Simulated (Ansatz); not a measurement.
**doublet SiH3F+ at 6 levels**

We compute a comparison of 6 runs (U-r2SCAN/STO-3G, U-r2SCAN0/STO-3G, U-wB97X/STO-3G, UBHLYP/STO-3G, UCCSDT/STO-3G, UCCSD/STO-3G) of doublet SiH3F+. 

The results are computed with Ansatz 0.2.0.

48 further runs of the same task are left out: 2 that didn't finish, 46 set aside as unsound or not needed.

## 1. The system as given

SiH3F+ has 5 atoms, charge +1, and is taken as a doublet. As SMILES of the parent species, `[H][Si]([H])([H])F`. Geometry: relaxed at GFN2-xTB. That shape belongs to the parent species and isn't relaxed for this state.

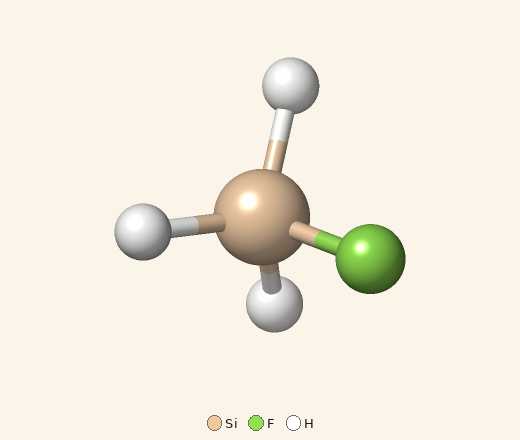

The structure, seen from a chosen angle (silicon light orange, fluorine green, hydrogen white).

## 2. A single-point energy at U-r2SCAN/STO-3G (run 1)

Contents of in.yaml:

```yaml
crystal:
  periodic: [false, false, false]
  atoms:
    - {symbol: Si, position_ang: [-0.000700, 0.001210, -0.093590]}
    - {symbol: F, position_ang: [0.010860, -0.019140, 1.511980]}
    - {symbol: H, position_ang: [1.400270, 0.011030, -0.482220]}
    - {symbol: H, position_ang: [-0.709280, 1.218920, -0.453380]}
    - {symbol: H, position_ang: [-0.701150, -1.212020, -0.482790]}
basis:
  gaussian: {orbitals: STO-3G}
total_charge: 1
magnetization: {spin_polarized: true, initial_magnetization: 1}
hamiltonian: {xc: {name: r2SCAN}}
accuracy: high
```

The run is started by

```console
$ ansatz run in.yaml --threads 1 --pin off --max-ram 2610MiB --events-out events.jsonl --progress --plain --runs-dir runs
```

Log:

```text
Warning: RAYON_NUM_THREADS=1 ignored (pool sized by the plan → 1); use --threads N
Functional definition: r2SCAN
  name "r2SCAN"
  parameter k0 = 0.174
  parameter k1 = 0.065
  parameter a1 = 4.9479
  exchange = r2scan_x(k0 = k0, k1 = k1, a1 = a1)
  correlation = r2scan_c
290 factors; integrals over basis functions are off by at most 3.4e-8 eV
mean field evaluation 1: about -10495.0816 eV, gradient 2.3e1 eV
mean field evaluation 2: about -10429.3762 eV, gradient 1.2e2 eV
mean field evaluation 4: about -10500.5942 eV, gradient 1.2e1 eV
mean field evaluation 8: about -10501.9413 eV, gradient 2.2e-1 eV
mean field evaluation 16: about -10501.8950 eV, gradient 2.4e-2 eV
mean field evaluation 32: about -10501.8951 eV, gradient 1.2e-6 eV
mean field evaluation 64: about -10501.8951 eV, gradient 9.2e-4 eV
mean field -10501.89512417 eV, -385.9375273732 hartree, gradient 6.1e-8 eV, S^2 0.755104; 6 other end points of the search recorded, 0 dependent functions left out
reference -10501.89512490 eV, -385.9375273998 hartree; 13, 12 occupied and 4, 5 virtual orbitals, 290 factors
Total energy: -10501.89512490 eV, -385.9375273998 hartree
```

Wall time 21 s (1 thread of Arm Neoverse V1, shared host); peak memory 0.21 GiB.

## 3. A single-point energy at U-r2SCAN0/STO-3G (run 2)

Contents of input.yaml:

```yaml
crystal:
  periodic: [false, false, false]
  atoms:
    - symbol: Si
      position_ang: [-0.000700, 0.001210, -0.093590]
    - symbol: F
      position_ang: [0.010860, -0.019140, 1.511980]
    - symbol: H
      position_ang: [1.400270, 0.011030, -0.482220]
    - symbol: H
      position_ang: [-0.709280, 1.218920, -0.453380]
    - symbol: H
      position_ang: [-0.701150, -1.212020, -0.482790]
basis:
  gaussian:
    orbitals: STO-3G
total_charge: 1
magnetization:
  spin_polarized: true
  initial_magnetization: 1
hamiltonian:
  xc: {name: r2SCAN0}
accuracy: high
```

The run is started by

```console
$ ansatz run input.yaml --threads 1 --pin off --max-ram 2610MiB --events-out events.jsonl --progress --plain --runs-dir runs
```

Log:

```text
Warning: RAYON_NUM_THREADS=1 ignored (pool sized by the plan → 1); use --threads N
Functional definition: r2SCAN0
  name "r2SCAN0"
  parameter a = 0.25
[... 3 set-up lines as earlier in the session ...]
  exchange = (1 - a)*r2scan_x(k0 = k0, k1 = k1, a1 = a1) + a*exact_x
[... 1 set-up line as earlier in the session ...]
290 factors; integrals over basis functions are off by at most 3.4e-8 eV
mean field evaluation 1: about -10495.1737 eV, gradient 2.2e1 eV
mean field evaluation 2: about -10478.9918 eV, gradient 6.4e1 eV
mean field evaluation 4: about -10501.4612 eV, gradient 6.4e0 eV
mean field evaluation 8: about -10501.7459 eV, gradient 6.4e-2 eV
mean field evaluation 16: about -10501.7460 eV, gradient 5.8e-3 eV
mean field evaluation 32: about -10501.7464 eV, gradient 2.3e-6 eV
mean field evaluation 64: about -10501.7465 eV, gradient 2.6e-4 eV
mean field -10501.74648080 eV, -385.9320648300 hartree, gradient 1.0e-8 eV, S^2 0.757303; 4 other end points of the search recorded, 0 dependent functions left out
reference -10501.74648136 eV, -385.9320648505 hartree; 13, 12 occupied and 4, 5 virtual orbitals, 290 factors
Total energy: -10501.74648136 eV, -385.9320648505 hartree
```

It took 32 s on 1 thread of Arm Neoverse V1, shared host; peak memory 0.21 GiB.

## 4. A single-point energy at U-wB97X/STO-3G (run 3)

Contents of molecule.yaml:

```yaml
crystal:
  periodic: [false, false, false]
  atoms:
    - {symbol: Si, position_ang: [-0.000700, 0.001210, -0.093590]}
    - {symbol: F, position_ang: [0.010860, -0.019140, 1.511980]}
    - {symbol: H, position_ang: [1.400270, 0.011030, -0.482220]}
    - {symbol: H, position_ang: [-0.709280, 1.218920, -0.453380]}
    - {symbol: H, position_ang: [-0.701150, -1.212020, -0.482790]}
basis:
  gaussian:
    orbitals: STO-3G
total_charge: 1
magnetization:
  spin_polarized: true
  initial_magnetization: 1
hamiltonian:
  xc: {name: wB97X}
accuracy: high
```

The run is started by

```console
$ ansatz run molecule.yaml --threads 1 --pin off --max-ram 2610MiB --events-out events.jsonl --progress --plain --runs-dir runs
```

Log (excerpt; [...] marks lines left out):

```text
Warning: RAYON_NUM_THREADS=1 ignored (pool sized by the plan → 1); use --threads N
Functional definition: wB97X
  name "wB97X"
[...]
      + exact_x_lr(omega)
[...]
      + integral(e_c_pw_opposite_spin*poly(b97_u_opposite, 1, cos1, cos2, cos3, cos4))
290 factors; integrals over basis functions are off by at most 3.4e-8 eV
130 factors; integrals over basis functions are off by at most 1.7e-9 eV
[...]
mean field -10502.46644925 eV, -385.9585231827 hartree, gradient 2.2e-8 eV, S^2 0.754957; 4 other end points of the search recorded, 0 dependent functions left out
reference -10502.46644783 eV, -385.9585231304 hartree; 13, 12 occupied and 4, 5 virtual orbitals, 290 factors
Total energy: -10502.46644783 eV, -385.9585231304 hartree
```

Wall time 49 s (1 thread of Arm Neoverse V1, shared host); peak memory 0.37 GiB.

Runs 4 to 5 aren't shown in full; the table further down has their settings and results.

## 5. The energy at UCCSD/STO-3G (run 6)

Contents of in.yaml:

```yaml
crystal:
  periodic: [false, false, false]
  atoms:
    - symbol: Si
      position_ang: [-0.000700, 0.001210, -0.093590]
    - symbol: F
      position_ang: [0.010860, -0.019140, 1.511980]
    - symbol: H
      position_ang: [1.400270, 0.011030, -0.482220]
    - symbol: H
      position_ang: [-0.709280, 1.218920, -0.453380]
    - symbol: H
      position_ang: [-0.701150, -1.212020, -0.482790]
basis:
  gaussian:
    orbitals: STO-3G
total_charge: 1
magnetization:
  spin_polarized: true
  initial_magnetization: 1
correlation:
  method: ccsd
  frozen_orbitals: {F: 1, H: 0, Si: 5}
accuracy: high
scf:
  omitted_lower_state_checks: [cluster_reference, increment]
```

The run is started by

```console
$ ansatz run in.yaml --threads 1 --pin off --max-ram 2610MiB --events-out events.jsonl --progress --plain --runs-dir runs
```

Log (excerpt; [...] marks lines left out):

```text
Warning: RAYON_NUM_THREADS=1 ignored (pool sized by the plan → 1); use --threads N
Functional definition: HF
  name "HF"
[...]
290 factors; integrals over basis functions are off by at most 3.4e-8 eV
[...]
mean field -10478.78467431 eV, -385.0882340057 hartree, gradient 1.3e-8 eV, S^2 0.754146; 9 other end points of the search recorded, 0 dependent functions left out
6 core orbitals not correlated: weight in the atoms' cores, before any rotation towards them, 1.000 or more for the frozen orbitals, at most 0.000 for the correlated occupied ones
reference -10478.78467431 eV, -385.0882340057 hartree; 7, 6 occupied and 4, 5 virtual orbitals, 290 factors
second order -1.20636747 eV of doubles, -0.00000000 eV of singles
cycle   1  -1.57601115 eV  change   -3.7e-1 eV  update   5.7e-2
[...]
cycle  38  -1.90266615 eV  change   3.4e-10 eV  update   1.4e-9
Total energy: -10480.68734047 eV, -385.1581556972 hartree
Checks for a lower state left out: cluster_reference, increment
```

It took 1.1 s on 1 thread of Arm Neoverse V1, shared host.

## 6. The series

| run | level | frozen core orbitals | energy (Eh) | ⟨S²⟩ | wall time |
| --- | --- | --- | --- | --- | --- |
| 1 | U-r2SCAN/STO-3G | – | -385.937527 | 0.755 | 21 s |
| 2 | U-r2SCAN0/STO-3G | – | -385.932065 | 0.757 | 32 s |
| 3 | U-wB97X/STO-3G | – | -385.958523 | 0.755 | 49 s |
| 4 | UBHLYP/STO-3G | – | -385.958226 | 0.757 | 15 s |
| 5 | UCCSDT/STO-3G | 6 | -385.160041 | 0.754 | 1.5 s |
| 6 | UCCSD/STO-3G | 6 | -385.158156 | 0.754 | 1.1 s |

## 7. What came out

| quantity | value |
| --- | --- |
| run 6: total energy | -385.15816 Eh |
| run 6: correlation energy (6 core orbitals frozen) | -69.9 mEh |
| run 6: ⟨S²⟩ of the reference determinant | 0.754 |
| run 6: T1 diagnostic | 0.029 |

In words: Totals of different functionals can't be ranked against each other. In runs 1, 2, 3, 4, 5, 6 the basis is minimal, so the values are rough. All runs together took 2 min, the longest 49 s.
